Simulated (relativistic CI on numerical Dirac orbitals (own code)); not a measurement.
# Hf⁷⁰⁺: how the levels respond to the fine-structure constant and the nuclear radius

How sensitive are the low transitions of Hf⁷⁰⁺ to a change of α? Wanted is q = dE/dx with x = (α/α0)² − 1, and the field-shift factor by the mean square nuclear radius, for the lowest 7 levels.

Method: Dirac-Coulomb-Breit CI, KLI orbitals optimised for each configuration, derivatives by finite differences. Code: relativistic CI on numerical Dirac orbitals (own code) version 2.

## 1. Starting point

- ion: Hf⁷⁰⁺ (Hf LXXI)
- nuclear charge: 72
- electrons: 2
- isotope: A = 180
- first configuration: 1s2

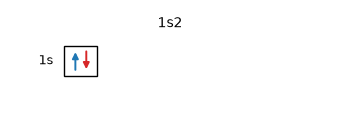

The shells outside the core, filled by Hund's rule for the drawing.

## 2. Levels and derivatives

Input settings:

```ini
atom Hf  Z=72  charge=70  electrons=2
nucleus A=180  rms_radius_fm=5.3470
hamiltonian dirac-coulomb  breit=on  qed=off  c_scale=1
orbitals kli  potential=per-configuration
slater_scale 1
correlation none
mixing on
configurations
  1s2
  1s 2s
  1s 2p
  2s2
end
derivatives alpha2 +-0.01 radius +-1%
```

Results of the run (chosen fields of its result record, rounded):

```text
{
  "status": "converged",
  "levels [i, E_cm, J2, conf, term, w_term]": [
    [0, 0, 0, "1s2", "1S", 1],
    [1, 4.4901069e+08, 2, "1s 2s", "3S", 1],
    [2, 4.5005135e+08, 2, "1s 2p", "3P*", 0.6774],
    [3, 4.5017699e+08, 0, "1s 2s", "1S", 1],
    [4, 4.5033255e+08, 0, "1s 2p", "3P*", 1],
    [5, 4.6126185e+08, 4, "1s 2p", "3P*", 1],
    [6, 4.6165522e+08, 2, "1s 2p", "1P*", 0.6774]
  ],
  "sensitivity [i, q_alpha_cm, field_shift_GHz_per_fm2]": [
    [0, 0, 0],
    [1, 3.42e+07, -1.4e+05],
    [2, 3.454e+07, -1.654e+05],
    [3, 3.48e+07, -1.407e+05],
    [4, 3.509e+07, -1.656e+05],
    [5, 4.833e+07, -1.671e+05],
    [6, 4.836e+07, -1.669e+05]
  ],
  "n_levels_all": 7,
  "configurations [conf, odd, states]": [
    ["1s2", 0, 1],
    ["1s 2s", 0, 4],
    ["1s 2p", 1, 12],
    ["2s2", 0, 1]
  ]
}
```

Run time: 0.074 s. Hardware: 1 thread, shared host.

The relative sensitivity K = 2q/E of the transition from the lowest level:

```csv
level,energy (keV),q (cm⁻¹),K,field shift (GHz/fm²)
1s 2s 3S1,55.670,3.420e+07,0.152,-1.4e+05
1s 2p [1s 2p1/2] J=1°,55.799,3.454e+07,0.153,-1.65e+05
1s 2s 1S0,55.815,3.480e+07,0.155,-1.41e+05
1s 2p 3P°0,55.834,3.509e+07,0.156,-1.66e+05
1s 2p 3P°2,57.189,4.833e+07,0.210,-1.67e+05
1s 2p [1s 2p3/2] J=1°,57.238,4.836e+07,0.209,-1.67e+05
```

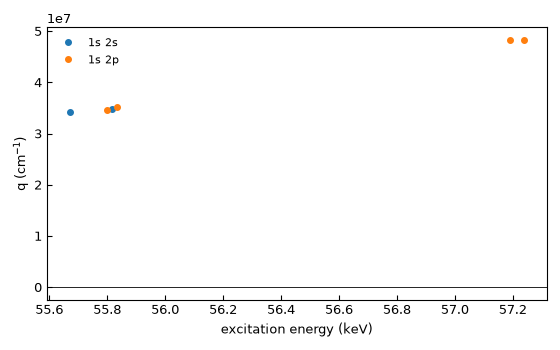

q against excitation energy, by configuration.

## 3. Results

| quantity | value |
| --- | --- |
| lowest level | 1s2 1S0 |
| largest q in size, lowest 7 levels | 4.836e+07 cm⁻¹ (1s 2p [1s 2p3/2] J=1°) |
| largest field-shift factor among them | -1.67e+05 GHz/fm² (1s 2p 3P°2) |

**Reading.** Among these levels the largest q belongs to 1s 2p [1s 2p3/2] J=1°, a change of configuration. K = 2q/E, the relative sensitivity of a level, hangs on the computed energy: between configurations that lie close it can be off by a factor of several.
